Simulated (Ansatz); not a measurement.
## Geometry relaxation, with input and output: C18HN (part 2 of 2)

C18HN (slab, 20 atoms in the cell); DFT r2SCAN-D3(BJ), scalar-relativistic, plane waves, PAW, PAW set soft_1, no spin polarisation (Ansatz 0.2.0); cutoff 500 eV, 2×2×1 k-mesh, Gaussian smearing of 0.05 eV. It belongs to a series of runs on one base structure; here: end point A relaxed.

Geometry of the input (Å; fractional positions):
```
7.3980  0.0000  0.0000
-3.6990  6.4069  0.0000
0.0000  0.0000  12.0000
C  0.0000  0.0000  0.0833
C  0.2222  0.1111  0.0833
C  0.0000  0.3333  0.0833
C  0.2222  0.4444  0.0833
C  -0.0000  0.6667  0.0833
C  0.2222  0.7778  0.0833
C  0.3333  0.0000  0.0833
C  0.5556  0.1111  0.0833
C  0.3333  0.3333  0.0833
C  0.5556  0.4444  0.0833
C  0.3333  0.6667  0.0833
C  0.5556  0.7778  0.0833
C  0.6667  0.0000  0.0833
C  0.8889  0.1111  0.0833
C  0.6667  0.3333  0.0833
C  0.8889  0.4444  0.0833
C  0.6667  0.6667  0.0833
C  0.8889  0.7778  0.0833
N  0.4417  0.0668  0.1950
H  0.4445  0.0549  0.2808
```

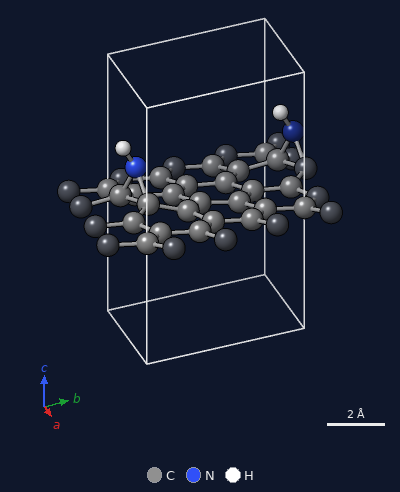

Fig. 1: The geometry at step 4 of the log (ball-and-stick view of the cell of the calculation, with the vacuum cut short, seen slightly off an axis; neighbours outside the cell are drawn fainter).

Output, continued:
```
relax step   8: F+E_penalty+E_count = -4928.37400414 eV  Δ(F+E_penalty+E_count) = -8.176e-3 eV  max|allowed force component| = 7.554e-2 eV/Å  Δτ_max = 0.0379 Å  (4 SCF iters, dr2 threshold 8.65e-5 eV, accepted)
automatic band count: iteration 1 solves 44 bands in place of 59: the levels show a gap, and the empty bands left out lie too high to hold charge; the band table lists the bands solved (type scf.n_extra_bands for more)
preconditioner: auto → Resta (q_TF=auto, 1.959 Å⁻¹)  ε∞=2.2  [insulator: Δε(μ)=0.289 eV  Ē_g=12.426 eV  σ=0.050 eV  W_gap=1.00  n_scr=66 (ndim 8)  ℏωp=13.8 eV  f_vac=0.664  D(μ)=0.00/eV (n_scr^D=0)  ε∞_Penn≈2.2  vacuum switching on, ρ_ref=1.1e-2 e/Å³]
relax step   9: F+E_penalty+E_count = -4928.37472115 eV  Δ(F+E_penalty+E_count) = -7.170e-4 eV  max|allowed force component| = 1.607e-2 eV/Å  Δτ_max = 0.0051 Å  (6 SCF iters, accepted)
preconditioner: auto → Resta (q_TF=auto, 1.959 Å⁻¹)  ε∞=1.8  [insulator: Δε(μ)=0.289 eV  Ē_g=15.348 eV  σ=0.050 eV  W_gap=1.00  n_scr=66 (ndim 8)  ℏωp=13.8 eV  f_vac=0.664  D(μ)=0.00/eV (n_scr^D=0)  ε∞_Penn≈1.8  vacuum switching on, ρ_ref=1.7e-2 e/Å³]
Free energy (F): -4928.374721 eV
Harris-Foulkes:  -4928.374721 eV  (|F-HF|=2.20e-9)
Internal energy: -4928.374718 eV  (E = F + TS)
E sigma→0 (E₀):  -4928.374720 eV
Entropy (-TS):   -0.000003 eV (-0.000 meV/atom)
Fermi energy:    -0.952464 eV
--- Per-component energies (eV) ---
  E_band       = -840.636014
  E_kinetic    = 1737.987164
  E_local      = -17899.081078  (includes V_loc(G=0)·N_el)
[...]
  E_nonlocal   = 450.407400
  E_hartree    = 8101.736832
  E_xc         = -897.643363
  E_vxc        = -1241.162587  (∫ρ·V_xc dr)
  E_paw        = -1959.381160  (= ΣΔE_a)
  E_vpaw       = -163.003087  (= ΣTr[D̂ρ^β])
  E_aug_tail   = -0.000052  (compensation charges beyond the density's cutoff)
  E_vtau       = 70.743558  (kinetic-family band-sum trace: ∫τ·v_τ [+ j·A + Jᵃ·Aᵃ] dr)
  E_ewald      = 5538.744175
  E_disp       = -0.669141  (pairwise vdW)
  E_core_change = -0.475495  (= ΣΔE_core)
  E_smearing   = -0.000003  (= −TS)
  E_closure    = -0.000000  (closes the sum)
  Σ components = -4928.374721   (vs F -4928.374721, Δ=0.00e0)
--- Forces (eV/Å), atoms counted from 1 ---
  atom   1  C      0.00207986    -0.00384481     0.00072513
  atom   2  C      0.00890255    -0.01606292     0.00163492
  atom   3  C     -0.00461087     0.00026112    -0.00224515
  atom   4  C     -0.00372597     0.00720577    -0.00558042
  atom   5  C      0.00467363     0.00584346     0.00099921
  atom   6  C      0.00365425     0.01031799     0.00267041
  atom   7  C     -0.00680796    -0.01315215     0.00104974
  atom   8  C      0.01371060    -0.00192020     0.00205948
  atom   9  C     -0.00063457     0.00678829     0.00533500
  atom  10  C     -0.00511151     0.00398822     0.00490100
  atom  11  C      0.00082020     0.00354138     0.00265171
  atom  12  C     -0.00332124     0.00029991     0.00270598
  atom  13  C     -0.01183565     0.00244444     0.00376347
  atom  14  C     -0.00741801    -0.00064258     0.00085739
  atom  15  C      0.00925050    -0.01491888     0.00331218
  atom  16  C      0.00245021    -0.00332511     0.00047240
  atom  17  C     -0.00429421     0.00643240    -0.00603171
  atom  18  C      0.00247057     0.00410492    -0.00221929
  atom  19  N      0.00099648     0.00070321    -0.00334727
  atom  20  H     -0.00123947     0.00194050    -0.01369569
  max |Σ_I F_I| component: 1.85e-5 eV/Å
--- Relaxed structure (9 steps of the walk, 9 accepted, 0 SCFs on fresh bases) ---
  F+E_penalty+E_count = -4928.37472115 eV   max|allowed force component| = 1.607e-2 eV/Å
  atoms:
    - { symbol: C, position: [-0.0007596055031156628, 0.007047230304251983, 0.07745413068313978] }
    - { symbol: C, position: [0.2193433594746606, 0.12044805187299076, 0.08499406834637677] }
    - { symbol: C, position: [0.0004832684254409969, 0.33970349512404246, 0.07802324801054922] }
    - { symbol: C, position: [0.22011665820924756, 0.4493726417019249, 0.07838784703027701] }
    - { symbol: C, position: [-0.000701248059989612, 0.6715829371860905, 0.07749777225017816] }
    - { symbol: C, position: [0.22001955247197832, 0.7787384073215243, 0.08499406248293742] }
    - { symbol: C, position: [0.32616791992756783, 0.0027912002213165404, 0.10937916760979212] }
    - { symbol: C, position: [0.5624595233642719, 0.12093835294400215, 0.10936334838630263] }
    - { symbol: C, position: [0.33069074149940525, 0.3369455270379203, 0.08254010639924254] }
    - { symbol: C, position: [0.5579249276470952, 0.4505632995649896, 0.08253644598821425] }
    - { symbol: C, position: [0.3308614392885412, 0.6725503687377307, 0.08224210873342218] }
    - { symbol: C, position: [0.5577570895604397, 0.7859993668555941, 0.08223833232382685] }
    - { symbol: C, position: [0.6686011488572221, 0.0030276459949518963, 0.08497708939144522] }
    - { symbol: C, position: [0.8893208117202661, 0.11659198588895782, 0.0774907693137327] }
    - { symbol: C, position: [0.6692732119230103, 0.34541195725561885, 0.08497170644158869] }
    - { symbol: C, position: [0.8893780789980723, 0.45211666901778214, 0.07744500697468099] }
    - { symbol: C, position: [0.6685004510299435, 0.6735655113113884, 0.07838999817135395] }
    - { symbol: C, position: [0.8881334028216352, 0.7835291764752409, 0.07803016022817094] }
    - { symbol: N, position: [0.44432301983690614, 0.06884103830498564, 0.21579760319114144] }
    - { symbol: H, position: [0.4443390485074007, -0.05799276312130447, 0.24907972804362694] }
```

Trajectory as extended XYZ (Å, eV, eV/Å), 9 frames, from step=1 to step=9:
```
20
Lattice="7.3980 0.0000 0.0000 -3.6990 6.4069 0.0000 0.0000 0.0000 12.0000" Properties=species:S:1:pos:R:3:forces:R:3 step=1 energy=-4925.72506
C     0.0000    0.0000    1.0000   -0.0634   0.3858  -0.0712
C     1.2330    0.7119    1.0000   -2.4838   2.1721  -1.5123
C    -1.2330    2.1356    1.0000    0.5202   0.2367   0.0019
C     0.0000    2.8475    1.0000   -0.4546  -0.3830   0.1004
C    -2.4660    4.2712    1.0000    0.1490  -0.2177  -0.0332
C    -1.2330    4.9831    1.0000    0.8164  -2.9185  -1.1807
C     2.4660    0.0000    1.0000   -1.6628  -1.0068   3.8559
C     3.6990    0.7119    1.0000    1.5628   0.9013   3.9040
C     1.2330    2.1356    1.0000   -0.6377  -1.3342  -0.2103
C     2.4660    2.8475    1.0000    1.4774  -0.1218  -0.2050
C     0.0000    4.2712    1.0000   -1.4583   0.2750  -0.1178
C     1.2330    4.9831    1.0000    0.4930   1.3954  -0.1190
C     4.9320    0.0000    1.0000    2.0408  -2.1324  -1.0802
C     6.1650    0.7119    1.0000    0.1140  -0.2409  -0.0265
C     3.6990    2.1356    1.0000   -0.6549   3.1514  -1.4085
C     4.9320    2.8475    1.0000   -0.3001   0.2440  -0.0660
C     2.4660    4.2712    1.0000    0.5570   0.2085   0.0919
C     3.6990    4.9831    1.0000   -0.4551  -0.3344   0.0006
N     3.0206    0.4282    2.3400    0.1468   0.2707  -0.3765
H     3.0854    0.3520    3.3700    0.2932  -0.5512  -1.5469
20
Lattice="7.3980 0.0000 0.0000 -3.6990 6.4069 0.0000 0.0000 0.0000 12.0000" Properties=species:S:1:pos:R:3:forces:R:3 step=2 energy=-4927.11333
C    -0.0115    0.0137    0.9465    0.0581   0.2277   0.0227
C     1.2010    0.7398    0.9848   -0.5280   0.7855  -0.5583
C    -1.2405    2.1438    0.9600    0.3108   0.1394  -0.0705
C    -0.0139    2.8511    0.9484   -0.2791  -0.1384  -0.1281
C    -2.4718    4.2742    0.9486    0.1603  -0.0810  -0.0304
C    -1.2351    4.9609    0.9862    0.5000  -0.7056  -0.4249
C     2.4424   -0.0020    1.1864   -0.7182  -0.6612   2.3857
C     3.7112    0.7305    1.1866    0.7862   0.2861   2.4403
C     1.2184    2.1443    0.9487   -0.2470  -1.0564   0.0884
C     2.4647    2.8637    0.9491    1.0295  -0.3029   0.0849
C    -0.0104    4.2734    0.9576   -0.9320   0.2586   0.0226
C     1.2350    4.9927    0.9587    0.2433   0.9299   0.0258
C     4.9505   -0.0096    0.9901    0.3514  -0.7991  -0.3929
C     6.1638    0.7177    0.9509   -0.0051  -0.1780  -0.0302
C     3.6897    2.1760    0.9860   -0.4299   0.8239  -0.5072
C     4.9247    2.8633    0.9470   -0.2245   0.0699   0.0215
C     2.4687    4.2845    0.9483    0.2633   0.1715  -0.1227
C     3.6946    4.9931    0.9591   -0.2823  -0.2001  -0.0725
N     3.0423    0.4010    2.4887   -0.4179   1.1232  -1.8933
H     3.1730    0.2159    3.4785    0.3610  -0.6925  -0.8608
20
Lattice="7.3980 0.0000 0.0000 -3.6990 6.4069 0.0000 0.0000 0.0000 12.0000" Properties=species:S:1:pos:R:3:forces:R:3 step=3 energy=-4927.67903
C    -0.0201    0.0229    0.9083   -0.0785  -0.0273  -0.1421
C     1.1816    0.7540    0.9766    0.5419  -0.4102   0.5996
C    -1.2444    2.1500    0.9136    0.0537   0.0252  -0.0215
C    -0.0254    2.8531    0.8951    0.1225   0.0831   0.0138
C    -2.4732    4.2792    0.9094   -0.0196  -0.0053  -0.0580
C    -1.2356    4.9576    0.9935   -0.0842   0.7197   0.4879
C     2.4125   -0.0013    1.3620   -0.8168  -1.0092  -1.1110
C     3.7230    0.7554    1.3621    1.2455   0.2646  -1.1131
C     1.2110    2.1335    0.9405   -0.0374   0.2703  -0.0431
C     2.4755    2.8638    0.9420   -0.2080   0.1558  -0.0408
C    -0.0281    4.2851    0.9470    0.1494  -0.1725   0.0080
C     1.2318    5.0124    0.9496    0.0659  -0.2060   0.0061
C     4.9517   -0.0123    0.9994   -0.5443   0.4193   0.4346
C     6.1582    0.7202    0.9121    0.0058   0.0067  -0.0581
C     3.6848    2.1988    0.9806    0.0947  -0.6333   0.5362
C     4.9189    2.8743    0.9094    0.0471   0.0492  -0.1413
C     2.4706    4.2942    0.8969   -0.1315  -0.0641   0.0171
C     3.6890    4.9984    0.9130   -0.0478  -0.0340  -0.0201
N     3.0351    0.4344    2.5399   -0.5483   1.0642   1.8620
H     3.2801    0.0542    3.4590    0.1898  -0.4959  -1.2164
20
Lattice="7.3980 0.0000 0.0000 -3.6990 6.4069 0.0000 0.0000 0.0000 12.0000" Properties=species:S:1:pos:R:3:forces:R:3 step=4 energy=-4927.95926
C    -0.0272    0.0281    0.9096    0.0176   0.0208   0.0878
C     1.1768    0.7566    1.0103    0.2760  -0.1639  -0.0557
C    -1.2442    2.1595    0.9167    0.0094   0.0114  -0.0205
C    -0.0242    2.8618    0.9020   -0.0525  -0.0155  -0.0458
C    -2.4783    4.2890    0.9159    0.0182  -0.0205  -0.0017
C    -1.2401    4.9694    1.0180   -0.0557   0.2155  -0.0499
C     2.4078    0.0005    1.3433   -0.5757  -0.6749  -0.6672
C     3.7253    0.7621    1.3429    0.8283   0.1654  -0.6655
C     1.2082    2.1411    0.9489    0.0537   0.0245   0.1304
C     2.4711    2.8704    0.9500   -0.0448  -0.0316   0.1101
C    -0.0301    4.2910    0.9499    0.0567   0.0509   0.1522
C     1.2282    5.0177    0.9522   -0.0670  -0.0204   0.1388
C     4.9445   -0.0018    1.0207   -0.1396   0.1411  -0.0621
C     6.1532    0.7299    0.9179    0.0095  -0.0221  -0.0096
C     3.6860    2.2052    1.0095   -0.0084  -0.2988  -0.0470
C     4.9186    2.8837    0.9092   -0.0158  -0.0038   0.0768
C     2.4631    4.2981    0.9039    0.0339   0.0344  -0.0480
C     3.6814    5.0033    0.9169   -0.0138  -0.0034  -0.0193
N     3.0303    0.4430    2.5300   -0.6044   1.1500   1.9366
H     3.3464   -0.0806    3.3422    0.2740  -0.5587  -0.9422
20
Lattice="7.3980 0.0000 0.0000 -3.6990 6.4069 0.0000 0.0000 0.0000 12.0000" Properties=species:S:1:pos:R:3:forces:R:3 step=5 energy=-4928.23327
C    -0.0299    0.0307    0.9119   -0.0053   0.0255  -0.0186
C     1.1784    0.7550    1.0094   -0.0049   0.0601  -0.0878
C    -1.2438    2.1642    0.9132   -0.0182   0.0102   0.0272
C    -0.0245    2.8665    0.9071   -0.0283  -0.0306   0.0546
C    -2.4808    4.2941    0.9161    0.0034  -0.0245   0.0069
C    -1.2437    4.9813    1.0281   -0.0366  -0.1477   0.0741
C     2.3957    0.0019    1.3403    0.2294   0.2070  -0.2113
C     3.7301    0.7739    1.3386   -0.2590  -0.1326  -0.2094
C     1.2079    2.1432    0.9636    0.0114   0.0164   0.0207
C     2.4696    2.8721    0.9634   -0.0158  -0.0026   0.0181
C    -0.0322    4.2969    0.9704   -0.0024   0.0859   0.0865
C     1.2245    5.0227    0.9713   -0.0697   0.0491   0.0817
C     4.9368    0.0074    1.0283    0.1408  -0.0364   0.0655
C     6.1507    0.7348    0.9169    0.0201  -0.0154   0.0024
C     3.6869    2.2040    1.0071   -0.0598   0.0313  -0.0845
C     4.9183    2.8878    0.9103   -0.0125   0.0191  -0.0204
C     2.4594    4.3010    0.9083    0.0417   0.0111   0.0476
C     3.6775    5.0056    0.9140    0.0019   0.0207   0.0285
N     2.9999    0.5008    2.5716    0.3883  -0.6984   1.4631
H     3.4161   -0.2157    3.2200   -0.3248   0.5525  -1.3456
20
Lattice="7.3980 0.0000 0.0000 -3.6990 6.4069 0.0000 0.0000 0.0000 12.0000" Properties=species:S:1:pos:R:3:forces:R:3 step=6 energy=-4928.33645
C    -0.0290    0.0426    0.9181    0.0022  -0.0865   0.0319
C     1.1786    0.7696    1.0078    0.0012  -0.1620   0.0094
C    -1.2509    2.1706    0.9265   -0.0608   0.0492   0.0088
C    -0.0316    2.8707    0.9289    0.0523   0.1251   0.0209
C    -2.4872    4.2981    0.9274    0.1182  -0.0091  -0.0195
C    -1.2478    4.9795    1.0305   -0.0872   0.3206  -0.0269
C     2.3996    0.0179    1.3191    0.1193  -0.3765  -0.1225
C     3.7154    0.7772    1.3185    0.2511  -0.2776  -0.1197
C     1.2040    2.1532    0.9789   -0.0819   0.1018  -0.0149
C     2.4640    2.8806    0.9786   -0.0480   0.1182  -0.0159
C    -0.0353    4.3018    0.9850   -0.0381  -0.0239   0.0393
C     1.2228    5.0282    0.9852    0.0420   0.0163   0.0345
C     4.9408    0.0103    1.0299   -0.2198   0.2224  -0.0253
C     6.1509    0.7428    0.9272   -0.0547  -0.1019  -0.0181
C     3.6748    2.2104    1.0064    0.1415  -0.0738   0.0203
C     4.9082    2.8931    0.9170    0.0710  -0.0506   0.0358
C     2.4603    4.3095    0.9292   -0.1341   0.0167   0.0195
C     3.6763    5.0154    0.9272   -0.0153   0.0779   0.0087
N     3.0176    0.4670    2.5743    0.1675  -0.2862   0.8399
H     3.4655   -0.3103    3.0943   -0.2269   0.4006  -0.7075
20
Lattice="7.3980 0.0000 0.0000 -3.6990 6.4069 0.0000 0.0000 0.0000 12.0000" Properties=species:S:1:pos:R:3:forces:R:3 step=7 energy=-4928.36583
C    -0.0304    0.0433    0.9269   -0.0693  -0.0194   0.0048
C     1.1782    0.7680    1.0173    0.0436   0.0844   0.0224
C    -1.2538    2.1726    0.9343    0.0424   0.0417  -0.0038
C    -0.0330    2.8753    0.9360   -0.0450  -0.0287  -0.0244
C    -2.4863    4.3025    0.9293   -0.0116  -0.0572   0.0105
C    -1.2496    4.9894    1.0214    0.0467  -0.1030   0.0397
C     2.4044    0.0164    1.3180    0.0126   0.1352   0.0659
C     3.7139    0.7724    1.3171   -0.1345   0.0729   0.0658
C     1.2004    2.1568    0.9880    0.0483  -0.0625  -0.0145
C     2.4621    2.8852    0.9877    0.0286  -0.0703  -0.0129
C    -0.0372    4.3038    0.9783   -0.0691   0.1394   0.0715
C     1.2215    5.0305    0.9780   -0.0875   0.1319   0.0746
C     4.9329    0.0164    1.0208    0.0727  -0.0961   0.0382
C     6.1461    0.7440    0.9292    0.0608  -0.0186   0.0085
C     3.6759    2.2102    1.0165   -0.0931  -0.0004   0.0189
C     4.9078    2.8944    0.9264    0.0501   0.0518   0.0045
C     2.4565    4.3127    0.9360    0.0476   0.0235  -0.0243
C     3.6755    5.0185    0.9347   -0.0586  -0.0151  -0.0057
N     3.0225    0.4591    2.6071   -0.0640   0.1213  -0.5122
H     3.4894   -0.3434    3.0069    0.1788  -0.3302   0.1712
20
Lattice="7.3980 0.0000 0.0000 -3.6990 6.4069 0.0000 0.0000 0.0000 12.0000" Properties=species:S:1:pos:R:3:forces:R:3 step=8 energy=-4928.37400
C    -0.0320    0.0444    0.9320    0.0102   0.0187  -0.0139
C     1.1776    0.7704    1.0188   -0.0169   0.0496  -0.0029
C    -1.2526    2.1766    0.9372    0.0042  -0.0059   0.0060
C    -0.0337    2.8802    0.9402    0.0015  -0.0216   0.0214
C    -2.4891    4.3029    0.9328   -0.0219  -0.0019  -0.0152
C    -1.2530    4.9900    1.0217   -0.0109  -0.0486  -0.0230
C     2.4040    0.0171    1.3095   -0.0756   0.0295   0.0092
C     3.7135    0.7735    1.3089    0.0219   0.0692   0.0153
C     1.2000    2.1588    0.9891    0.0041  -0.0213   0.0035
C     2.4609    2.8868    0.9890    0.0164  -0.0149   0.0041
C    -0.0407    4.3104    0.9899    0.0300  -0.0470  -0.0238
C     1.2179    5.0371    0.9899    0.0244  -0.0465  -0.0240
C     4.9345    0.0199    1.0216    0.0466  -0.0114  -0.0256
C     6.1477    0.7468    0.9327    0.0105   0.0157  -0.0145
C     3.6744    2.2121    1.0186   -0.0349   0.0376  -0.0050
C     4.9080    2.8966    0.9318   -0.0209   0.0008  -0.0138
C     2.4530    4.3159    0.9403    0.0186  -0.0111   0.0210
C     3.6717    5.0197    0.9374    0.0043  -0.0069   0.0062
N     3.0333    0.4402    2.5847   -0.0373   0.0569   0.0604
H     3.5015   -0.3711    2.9841    0.0246  -0.0387   0.0158
20
Lattice="7.3980 0.0000 0.0000 -3.6990 6.4069 0.0000 0.0000 0.0000 12.0000" Properties=species:S:1:pos:R:3:forces:R:3 step=9 energy=-4928.37472
C    -0.0317    0.0452    0.9294    0.0021  -0.0038   0.0007
C     1.1772    0.7717    1.0199    0.0089  -0.0161   0.0016
C    -1.2530    2.1764    0.9363   -0.0046   0.0003  -0.0022
C    -0.0338    2.8791    0.9407   -0.0037   0.0072  -0.0056
C    -2.4894    4.3027    0.9300    0.0046   0.0058   0.0010
C    -1.2528    4.9893    1.0199    0.0036   0.0104   0.0027
C     2.4027    0.0179    1.3126   -0.0068  -0.0131   0.0010
C     3.7137    0.7748    1.3124    0.0137  -0.0019   0.0021
C     1.2001    2.1588    0.9905   -0.0006   0.0067   0.0053
C     2.4609    2.8867    0.9904   -0.0051   0.0040   0.0049
C    -0.0401    4.3089    0.9869    0.0008   0.0035   0.0027
C     1.2189    5.0358    0.9869   -0.0033   0.0002   0.0027
C     4.9351    0.0194    1.0197   -0.0118   0.0025   0.0038
C     6.1479    0.7470    0.9299   -0.0074  -0.0006   0.0008
C     3.6736    2.2130    1.0197    0.0092  -0.0149   0.0033
C     4.9072    2.8966    0.9293    0.0025  -0.0034   0.0005
C     2.4540    4.3154    0.9407   -0.0043   0.0064  -0.0060
C     3.6721    5.0200    0.9364    0.0024   0.0041  -0.0022
N     3.0325    0.4411    2.5896    0.0010   0.0007  -0.0034
H     3.5017   -0.3716    2.9890   -0.0012   0.0020  -0.0137
```

Summary:

- outcome: converged
- electrons treated: 78
- free energy: −4928.3747 eV
- Fermi energy: −0.952 eV
- final volume: 568.78 Å³
- largest force (length of the vector) at the end: 0.018 eV/Å
- hardware: 2 threads of Arm Neoverse V1, 24 GiB of memory available, shared host
- wall time: 3.6 min (CPU time 7.2 min)
- peak memory: 1.9 GiB

Remarks:

Notes on the run: the dispersion correction has no parameters fitted for this combination and takes those fitted for r2SCAN with other terms. The k-point mesh is coarse for a cell of this size, so the results may not be converged.
